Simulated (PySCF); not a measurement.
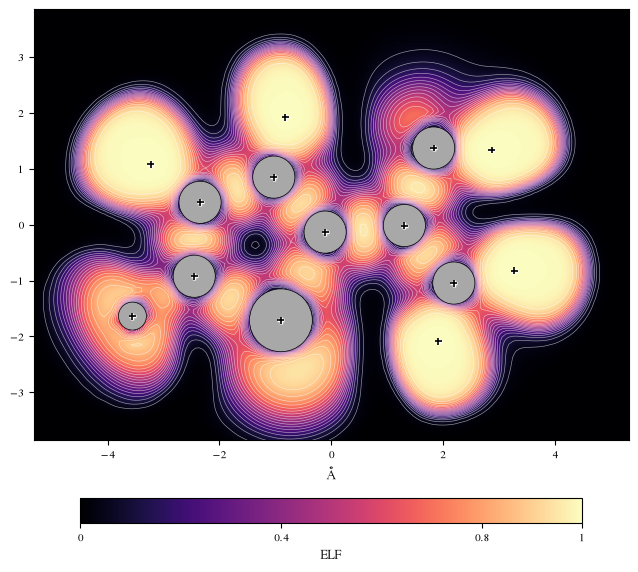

The electron localisation function on a plane through atoms (crosses mark nuclei in the plane; grey discs cover the cores).

Level of theory: PBE0/pcSseg-1, SCF density, gas phase, non-relativistic in PySCF.

Candidates:
A. C7H7FS (SMILES C=C(C)c1ccc(F)s1)
B. C4H2BF5 (SMILES FB(F)C#CCC(F)(F)F)
C. C5H14N2Si (SMILES C[SiH](C)N(N)C1CC1)

Which system is this?

Answer. Candidate A: C7H7FS on the plane of atoms C1, C2 and C3, which holds C, F, S and H. C–F (1.32 Å): the ELF peaks at about 0.85 between the atoms: a shared but strongly polarised pair. C–C (1.33 Å): the ELF peaks at about 0.95 between the atoms: a multiple bond.
